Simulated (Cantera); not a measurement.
Feed: 1 mol Si, 0.69 mol F2, 0.12 mol H2, equilibrated at 1048 K.

Cantera equilibrium calculation (NASA polynomials, part measured and part estimated; ideal gas, pure solids and liquids). Candidate condensed phases: Si; 25 gas species. The tables' values for SiF3, SiF2 are old estimates; treat these amounts as uncertain. The numbers say what is thermodynamically allowed, not how fast it happens.

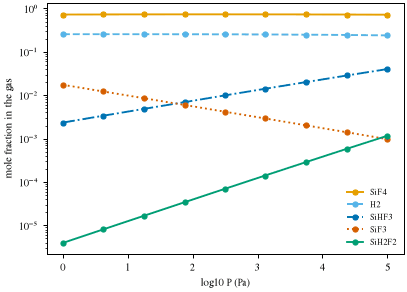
*Equilibrium gas composition (values under 1e-9 drawn at 1e-9)*

From 1.00 Pa to 1.00 bar the condensed part is Si(s). The main Si-bearing gas is SiF4 throughout.
